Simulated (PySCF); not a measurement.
# C5H8ClF3Si: what the fields show

```xyz
18

F    -2.8096   -1.1814   -0.3166
C    -2.3906   -0.0294    0.2365
F    -3.4254    0.8159    0.1652
F    -2.1882   -0.2872    1.5338
C    -1.1499    0.4920   -0.4723
Cl   -0.7440    2.0682    0.2595
C     0.0021   -0.4808   -0.3562
C     1.2663   -0.0106   -1.1084
C     2.2135    0.2546    0.0798
Si    0.9665   -0.4981    1.3171
H    -1.4298    0.6880   -1.5144
H    -0.3586   -1.4466   -0.7152
H     1.6470   -0.7962   -1.7582
H     1.0890    0.8754   -1.7166
H     2.4008    1.3163    0.2232
H     3.1806   -0.2314   -0.0191
H     1.2458   -1.8696    1.7408
H     0.4759    0.3272    2.4094
```

Geometry: GFN2-xTB.

These are results of PBE0/pcSseg-1, SCF density, gas phase, non-relativistic in PySCF, not measurements.

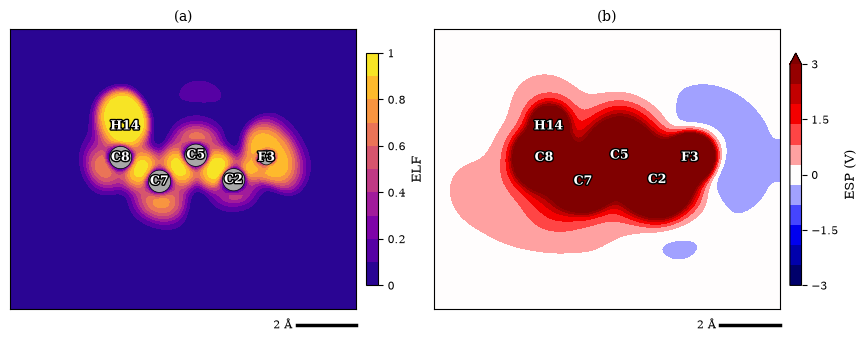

Figure 1. (a) electron localisation function; (b) electrostatic potential on the plane of atoms F3, C2 and C5. Grey discs cover the atomic cores in the ELF map.

### Describe what can be read from this map.

The section cuts through C, F and H sites.
C–F (1.34 Å): the ELF peaks at about 0.85 between the atoms (a polar covalent bond).
C–C (1.51 Å): the ELF peaks at about 0.95 between the atoms; a shared electron pair.
C–H (1.09 Å): the ELF climbs to about 1 towards the hydrogen, as it does in any bond to H; a covalent bond by its length.
The ELF also peaks beside F3, away from the bonds: lone-pair regions.
Outside the dense part of the molecule the potential is most negative (−0.6 V) near F3.

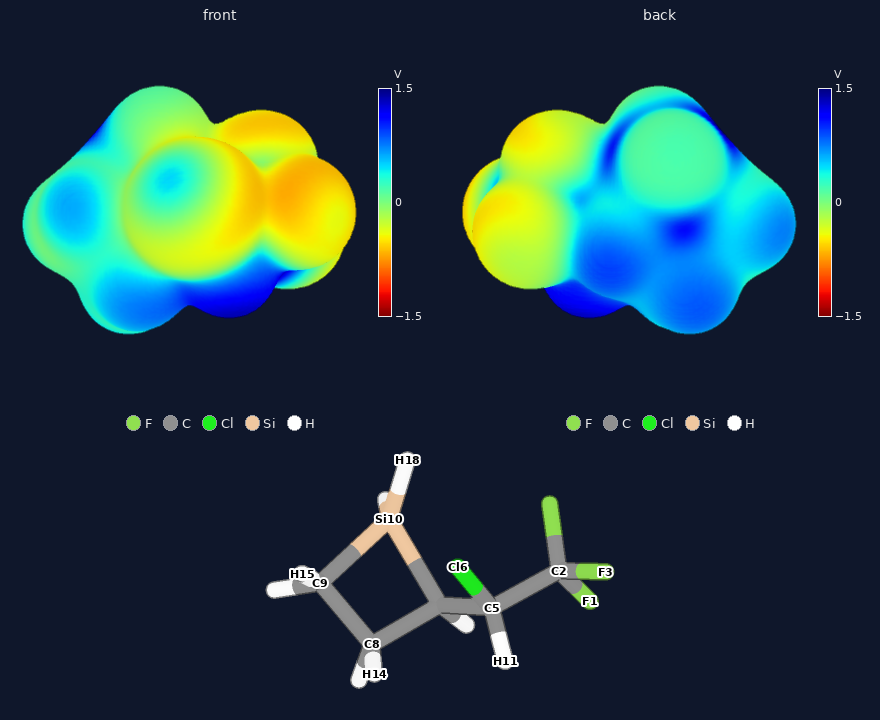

Figure 2. The molecular electrostatic potential painted on the density surface at 0.002 e/bohr³, seen from the front and from behind; the colour scale runs from red (negative) to blue (positive). The bare structure is drawn below in the same view.

### Describe the electrostatic potential map.

The most negative region (about −0.7 V) lies over F3, the most positive (about +1.4 V) over Si10 and H11. Cl6 shows a σ-hole: about +0.5 V at the tip opposite its bond, against about −0.3 V on its flanks.
